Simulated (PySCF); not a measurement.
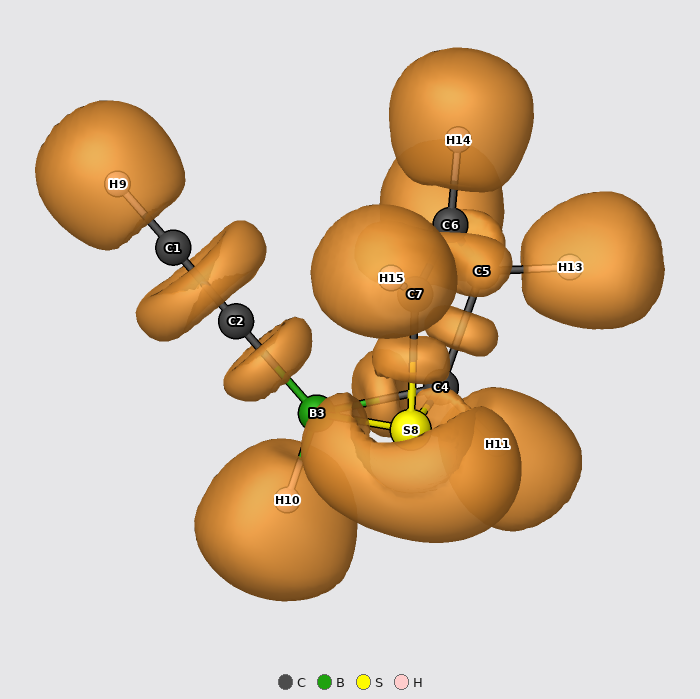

C$_{6}$H$_{7}$BS. Isosurface of the electron localisation function at 0.8 (orange), seen at a tilt. Core shells and regions of very low density are left out.

Geometry: GFN2-xTB.

Level of theory: CAM-B3LYP/def2-SVPD, SCF density, gas phase (PySCF).

```yaml
atoms:
  - { symbol: C, position_ang: [2.6749, -0.2185, -0.1184] }
  - { symbol: C, position_ang: [1.7353, -0.0453, -0.8491] }
  - { symbol: B, position_ang: [0.5366, 0.1639, -1.7600] }
  - { symbol: C, position_ang: [-0.8920, -0.2763, -1.2683] }
  - { symbol: C, position_ang: [-1.0915, -0.9335, 0.0882] }
  - { symbol: C, position_ang: [-0.7029, 0.0608, 1.1368] }
  - { symbol: C, position_ang: [-0.5320, 1.3066, 0.7291] }
  - { symbol: S, position_ang: [-0.7816, 1.5545, -1.0014] }
  - { symbol: H, position_ang: [3.5059, -0.3709, 0.5080] }
  - { symbol: H, position_ang: [0.6949, 0.4131, -2.8979] }
  - { symbol: H, position_ang: [-1.6764, -0.4951, -1.9860] }
  - { symbol: H, position_ang: [-0.4686, -1.8291, 0.1616] }
  - { symbol: H, position_ang: [-2.1325, -1.2402, 0.2468] }
  - { symbol: H, position_ang: [-0.5920, -0.2491, 2.1628] }
  - { symbol: H, position_ang: [-0.2826, 2.1673, 1.3202] }
```

**Describe the localisation domains.**

The surface consists of two regions between bonded B–C atoms (shared pairs), four regions between bonded C–C atoms (shared pairs), one region between bonded C–S atoms (shared pairs), seven regions around hydrogen nuclei and one region on S in which the atom's valence shell and bonds are merged. Along the contacts the grid gives the following. C–C (1.20 Å): the ELF peaks at about 0.85 between the atoms: a multiple bond. C–B (1.52 Å): the ELF peaks at about 1 between the atoms, as expected for a covalent bond.
